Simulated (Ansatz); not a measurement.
Base system: AlN in the wurtzite structure (space group P6_3mc, No. 186; a = 3.0888 Å, c = 4.9433 Å). Axes: x lies along a and z along c of the hexagonal cell.

Structures relaxed with Kohn–Sham DFT with the LDA functional, run in Ansatz (a program for electronic structure) with PAW and 420 eV plane waves, spin-orbit coupling left out.

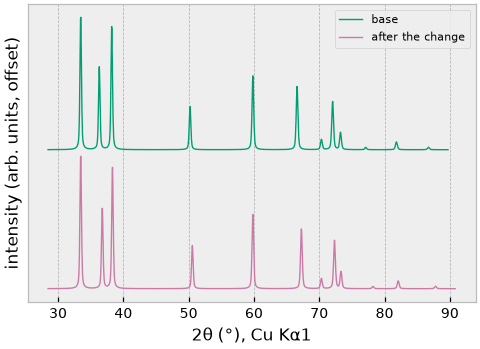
Figure. Simulated powder patterns before (top) and after one change

Name the change that was made.
A) uniaxial strain ε_zz = −3.00 %
B) uniaxial strain ε_zz = −2.40 %
C) uniaxial strain ε_zz = −1.20 %

C, uniaxial strain ε_zz = −1.20 %. Its volume per atom is 10.09 Å³ against 10.21 Å³, and its space group is P6_3mc (No. 186).

Whether these cells are dynamically stable was not tested.
